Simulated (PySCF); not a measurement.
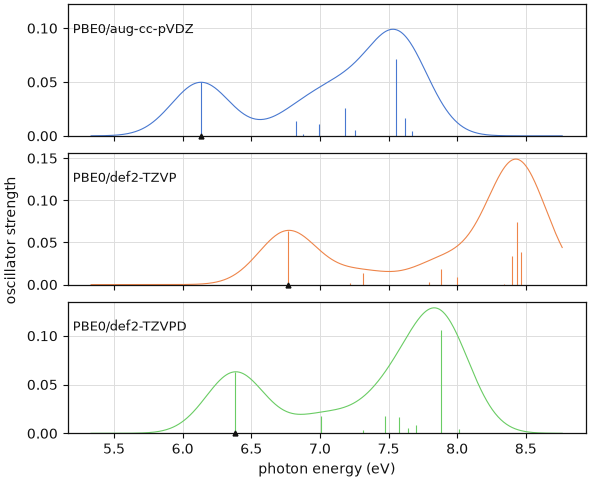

Vertical TDDFT spectra of CH₉NOSi₂, SMILES C[Si@H](N)O[SiH3] at one geometry and several levels (PySCF 2.14.0, at a PBE0-D3(BJ)/def2-SVP geometry (no frequency check)); sticks with Gaussians of 1/e half-width 0.30 eV, the triangle marks S1, which has the same leading orbital pair at all these levels. Only the lowest states were computed, so the high end is incomplete. States within 0.01 eV of each other are merged, with their strengths summed. The highest state may be half of a pair whose partner wasn't computed.

### Order the levels by their S1 energy.

From lowest to highest: PBE0/aug-cc-pVDZ 6.13 eV, PBE0/def2-TZVPD 6.38 eV, PBE0/def2-TZVP 6.77 eV; a spread of 0.64 eV.

Caveats, for all or some of the runs: core orbitals are frozen in the response; def2-TZVP has no diffuse functions, so states with Rydberg character are missing or too high; one conformer of a flexible molecule; states above the negative HOMO energy depend on the basis.
